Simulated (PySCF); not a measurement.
C3H5F2OSi: EPR calculation

The run: EPR calculation of C3H5F2OSi, multiplicity 2. Method and program: UKS B3LYP, pcH-1 on C F H O Si, non-relativistic, mean-field spin-orbit, GIAO (PySCF 2.14.0).

It belongs to a series of runs on one base structure; here: H removed from sp2 C.

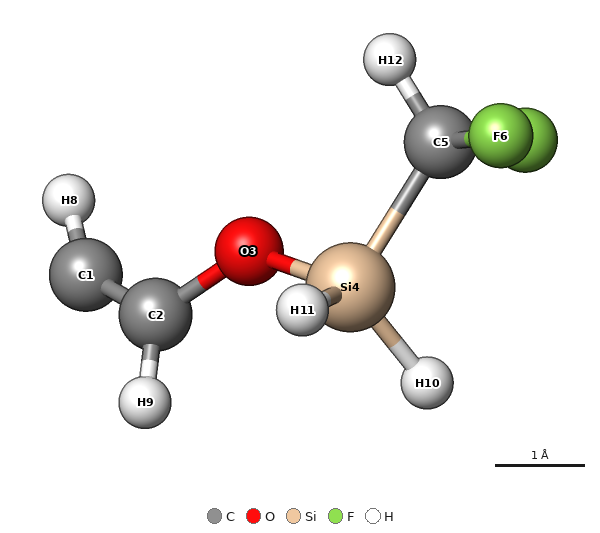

Figure 1. The structure (ball-and-stick view, seen at a tilt; atoms are numbered from 1 in the order of the input).

**Key numbers**

```json
{"quantity": "outcome", "value": "converged"}
{"quantity": "total energy", "value": "−681.663456 hartree"}
{"quantity": "⟨S²⟩", "value": "0.759"}
{"quantity": "isotropic g", "value": "2.0021"}
{"quantity": "hardware", "value": "1 CPU thread, shared host"}
{"quantity": "wall time", "value": "40 s"}
{"quantity": "peak memory", "value": "0.79 GiB"}
```

**The input**
```
{"job": {"kind": "epr", "basis": "pcH-1"}, "charge": 0, "multiplicity": 2}
C     -3.069548     0.170215     0.183253
C     -2.020827    -0.268849    -0.426494
O     -0.725633    -0.024953    -0.012591
Si     0.701659    -0.394052    -0.672824
C      1.900696     0.396459     0.614944
F      3.115917    -0.216665     0.547900
F      2.135123     1.705811     0.325779
H     -3.393686     0.744278     1.014794
H     -2.087168    -0.874743    -1.323398
H      0.913968     0.241120    -1.969658
H      0.952162    -1.833275    -0.707115
H      1.578536     0.353969     1.664160
```

The first line tells a small driver script what to run in PySCF; the rest is the geometry in Å.

Command:
```bash
OMP_NUM_THREADS=1 python <driver script> task.json out
```

**The program's output**
```
UKS, coarse grid
  cycle   1  E = -681.52016427  |g| = 6.70e-01
  cycle   2  E = -681.27078650  |g| = 1.10e+00
  cycle   3  E = -681.65801971  |g| = 1.12e-01
  cycle   4  E = -681.66122090  |g| = 7.15e-02
  cycle   5  E = -681.66333317  |g| = 1.24e-02
  cycle   6  E = -681.66341494  |g| = 4.76e-03
  cycle   7  E = -681.66343747  |g| = 2.14e-03
  cycle   8  E = -681.66344689  |g| = 1.52e-03
  cycle   9  E = -681.66345021  |g| = 5.30e-04
UKS, final grid
  cycle   1  E = -681.66345547  |g| = 6.18e-04
  cycle   2  E = -681.66345533  |g| = 1.01e-03
  cycle   3  E = -681.66345583  |g| = 1.69e-04
  cycle   4  E = -681.66345588  |g| = 1.28e-04
  cycle   5  E = -681.66345592  |g| = 6.59e-05
  cycle   6  E = -681.66345592  |g| = 7.78e-06
E = -681.66345592 Eh   <S^2> = 0.7586 (exact 0.7500)
g shifts (ppm)      1          2          3
  rmc          -154       -154       -154
  gc             33         11        -40
  oz_so        -411         46        295
  total        -532        -97        101
hyperfine (MHz)  atom isotope    a_iso     a_fc   dipolar eigenvalues
    0   13C     309.25     309.38    -83.69    -62.00    145.69
    1   13C      37.39      37.38    -18.38      3.80     14.57
    2   17O     -82.60     -82.59    -17.08      5.75     11.33
    3  29Si      -6.53      -6.55     -4.78      2.26      2.52
    4   13C       2.75       2.75     -0.30     -0.10      0.40
    5   19F       4.08       4.06     -2.40     -2.23      4.63
    6   19F       0.31       0.31     -0.79      0.07      0.72
    7    1H       9.87       9.87    -33.93     -7.15     41.09
    8    1H      70.53      70.54     -6.99     -4.35     11.34
    9    1H      -0.26      -0.26     -0.92     -0.62      1.54
   10    1H       0.25       0.25     -0.92     -0.58      1.50
   11    1H      -0.30      -0.30     -0.75     -0.52      1.28
```

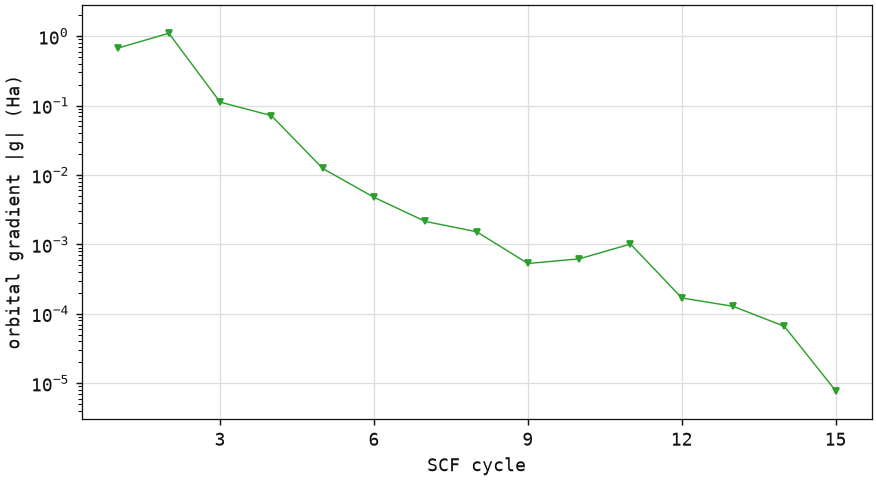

Figure 2. Convergence of the self-consistent field: orbital gradient |g| against the SCF cycle. All cycles printed in the log are drawn one after another.

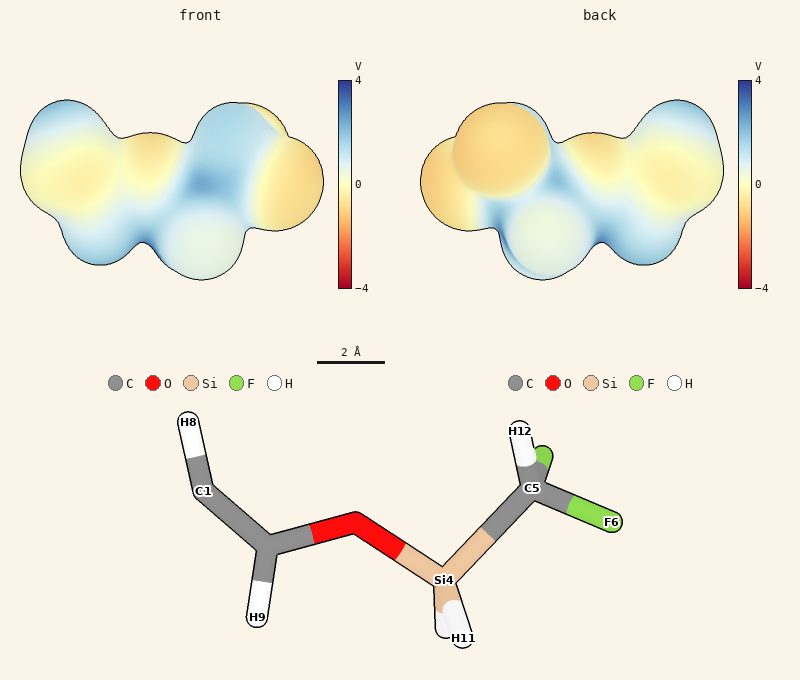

Figure 3. The molecular electrostatic potential painted on the density surface at 0.004 e/bohr³, seen face on and from behind; red is negative and blue positive. The bare structure is drawn below in the same view. A positive charge is drawn to the negative regions and a negative charge to the positive ones.

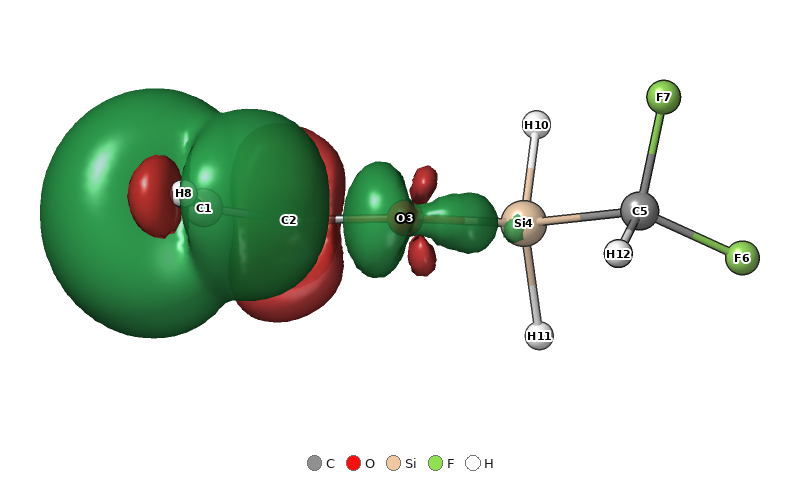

Figure 4. Isosurfaces of the spin density at +0.008 (green) and −0.008 e/Å³ (red), seen from the side. The unpaired spin (1 electron) lies mostly on C1 (about 0.8), in electrons by Hirshfeld's partition.

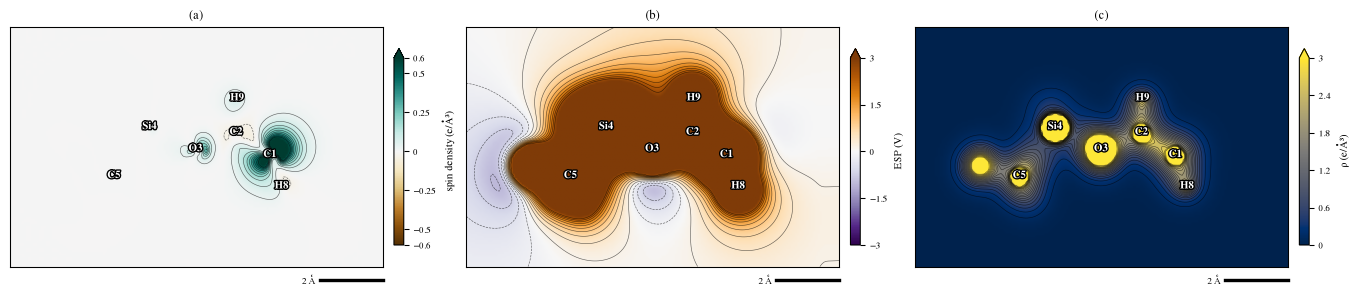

Figure 5. (a) spin density (α minus β); (b) molecular electrostatic potential; (c) total electron density on the plane of atoms C2, C1 and H8. Atoms in the plane: C, O, Si and H. C–C (1.29 Å): ρ at the midpoint is about 2.4 e/Å³. C–O (1.38 Å): ρ at the midpoint is about 2 e/Å³, with its minimum of 1.8 e/Å³ about 0.5 Å from C. Si–O (1.62 Å): ρ at the midpoint is about 1.1 e/Å³. C–Si (1.93 Å): ρ at the midpoint is about 0.92 e/Å³. The unpaired spin (1 electron) lies mostly on C1 (about 0.8), in electrons by Hirshfeld's partition.
